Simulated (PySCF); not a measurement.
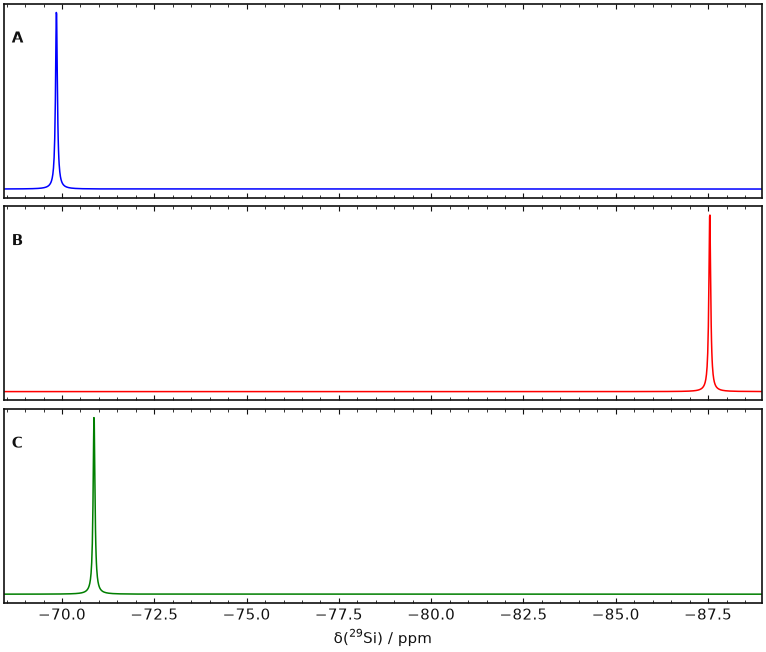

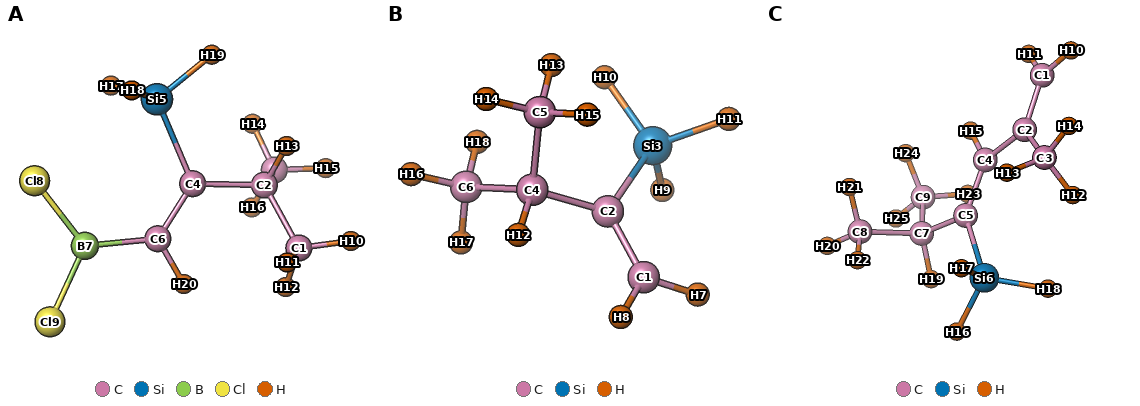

Related molecules: A is C₅H₁₁BCl₂Si, SMILES CC(C)/C([SiH3])=C/B(Cl)Cl; B is C₅H₁₂Si, SMILES C=C([SiH3])C(C)C; C is C₈H₁₆Si, SMILES C=C(C)/C=C(\[SiH3])C(C)C. GIAO ²⁹Si shifts against TMS, PBE0/pcSseg-1 in PySCF, at a GFN2-xTB geometry (no frequency check); fully decoupled, line heights follow the number of nuclei within a panel, widths are arbitrary (no quadrupolar broadening); values of one conformer, averaged over nuclei that symmetry or rotation about single bonds exchange, these motions taken as fast; other conformers aren't averaged in.

**How does the ²⁹Si shift respond?**

From A (−69.8 ppm) to B (−87.5 ppm) the nucleus is shielded by 17.7 ppm. From A (−69.8 ppm) to C (−70.9 ppm) the nucleus is shielded by 1.0 ppm.

Limits of at least one run: the tight-binding geometry is rougher than a DFT one and adds to the error.
